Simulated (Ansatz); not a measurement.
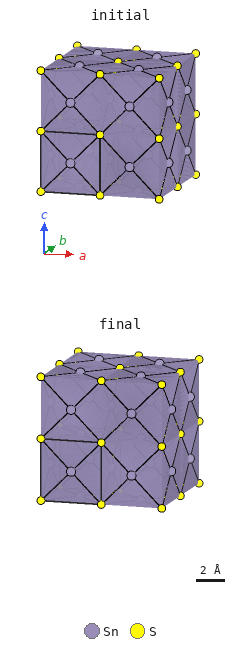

The structure of solid Sn$_{3}$S (built on the Cu3Au (L1_2)_221 type) before (top) and after (bottom) a relaxation, at one scale.

A polyhedral model of the cell of the calculation, repeated 2 × 2 × 2 with one cell outlined, seen slightly off an axis.

Case: Cu3Au (L1_2) type (Pm-3m, No. 221).

All numbers below come from DFT PBE, scalar-relativistic, plane waves, PAW in Ansatz 0.2.0. Set-up: plane-wave cutoff 420 eV; k-point mesh 10 × 10 × 10; occupations gaussian; smearing width 0.1 eV; no spin polarisation; cell and atoms relaxed; force threshold 0.01 eV/Å; at most 80 steps.

Q: Summarise the run.

A: After 3 accepted moves (4 points after the start) the energy has fallen by 69.8 meV per cell of the calculation. All forces vanish by symmetry, so only the cell relaxes. The pressure goes from 3.67 to −0.01 GPa. The SCF was repeated once at an unchanged geometry on a basis and grid sized afresh for the cell, which shifted the energy by 1.2 meV per cell of the calculation at most. No atom moves by more than 0.005 Å relative to the cell. Cell: a = b = c 4.579 → 4.679 Å (+2.2 %). Volume +6.7 %. Among the contacts that change: S–Sn 3.238 → 3.308 Å. The space group stays Pm-3m (No. 221). Cost: 52 s on 1 thread of Arm Neoverse V1, with other jobs on the host, peak memory 0.42 GiB.
